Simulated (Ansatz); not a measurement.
```yaml
crystal:
  periodic: [false, false, false]
  atoms:
    - {symbol: S, position_ang: [-1.275017, 0.029057, -0.257863]}
    - {symbol: B, position_ang: [0.422134, -0.177904, 0.115480]}
    - {symbol: Br, position_ang: [1.014476, -1.822776, 1.063124]}
    - {symbol: H, position_ang: [-1.196604, 1.151479, -0.818290]}
    - {symbol: H, position_ang: [1.227219, 0.725260, -0.050011]}
basis:
  gaussian: {orbitals: def2-TZVPP}
hamiltonian: {xc: {name: wB97M-V}}
output: {forces: true}
```

Geometry: atoms displaced at random (about 0.06 Å) from a stationary point of PBE0-D4.

What structure does this define?

It has 5 atoms: 1 boron, 1 bromine, 2 hydrogen and 1 sulfur (BBrH₂S). As SMILES it reads `SBBr`. Among its groups: B–H bond. All atoms lie on one plane. Coordination: 1 S bent; 1 B trigonal planar.

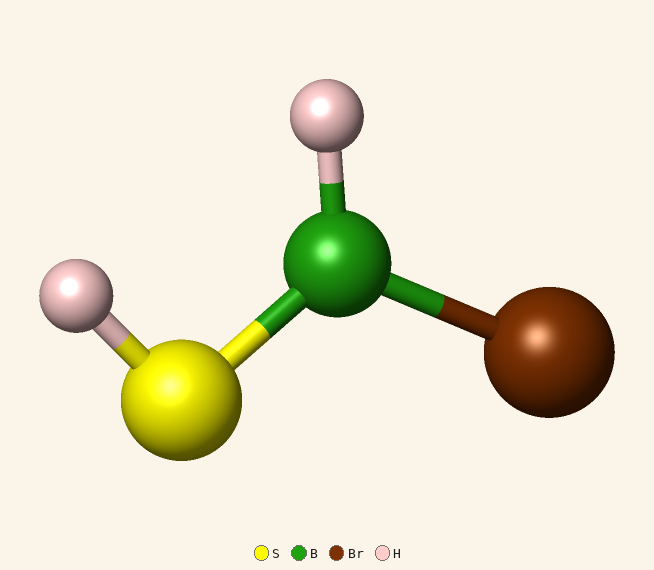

Figure made from data computed with Ansatz.
